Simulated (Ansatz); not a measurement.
Input file:

```
crystal:
  periodic: [false, false, false]
  atoms:
    - { symbol: "N", position_ang: [-1.27428, 0.31928, -1.28613] }
    - { symbol: W, position_ang: [0.13653, 0.15302, -0.20024] }
    - { symbol: "N", position_ang: [1.21088, -1.17733, -0.72548] }
    - { symbol: "N", position_ang: [-0.63442, -0.46459, 1.55812] }
    - { symbol: O, position_ang: [1.07267, 1.78492, 0.02907] }
    - { symbol: H, position_ang: [-1.95255, 0.25858, -2.04797] }
    - { symbol: H, position_ang: [1.67336, -1.93199, -1.23575] }
    - { symbol: H, position_ang: [-0.81549, 0.13439, 2.36958] }
    - { symbol: H, position_ang: [-0.64335, -1.43339, 1.89031] }
    - { symbol: H, position_ang: [1.59587, 2.58088, -0.11103] }
basis:
  gaussian: { orbitals: def2-SVP }
hamiltonian:
  xc: pbe
  dispersion: d4
relax:
  f_tol: 0.015
  max_steps: 40
output:
  orbitals: {}
```

Launched as:

```sh
ansatz run input.yaml --threads 2 --pin off --max-ram 3072MiB --backend cpu --events-out ev --progress --plain --runs-dir out
```

The fields are those of the relaxed geometry.

Core potentials replace the inner electrons of W.

Level of theory: RKS PBE-D4/def2-SVP in Ansatz.

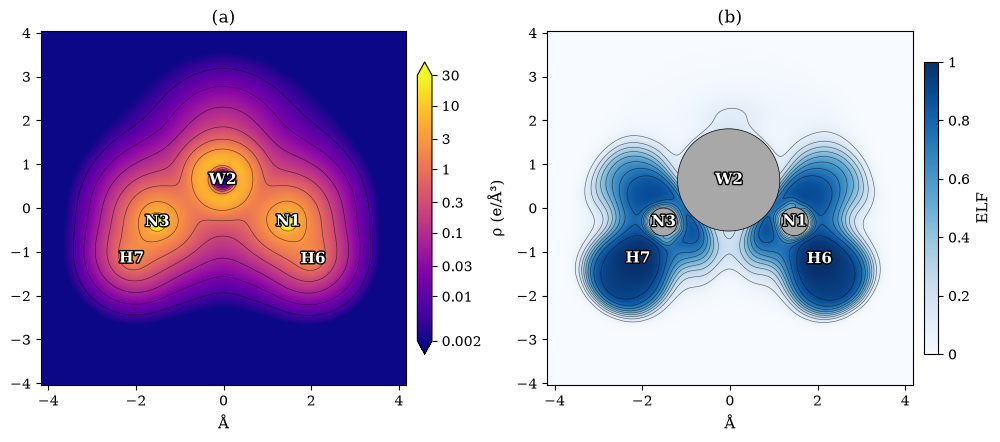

H₅N₃OW. (a) electron density; (b) ELF on the plane of atoms W2, N1 and H6. Grey discs cover the atomic cores in the ELF map.

> Describe what can be read from this map.

The section cuts through N, W and H sites. W–N (1.77 Å): ρ is about 1.5 e/Å³ halfway; the ELF peaks at about 0.75 in the valence shell of N, 0.6 Å from its nucleus, and drops to about 0.30 between the two atoms. N–H (1.02 Å): ρ at the midpoint is about 2.7 e/Å³; the ELF climbs to about 1 towards the hydrogen, as it does in any bond to H (a covalent bond by its length).
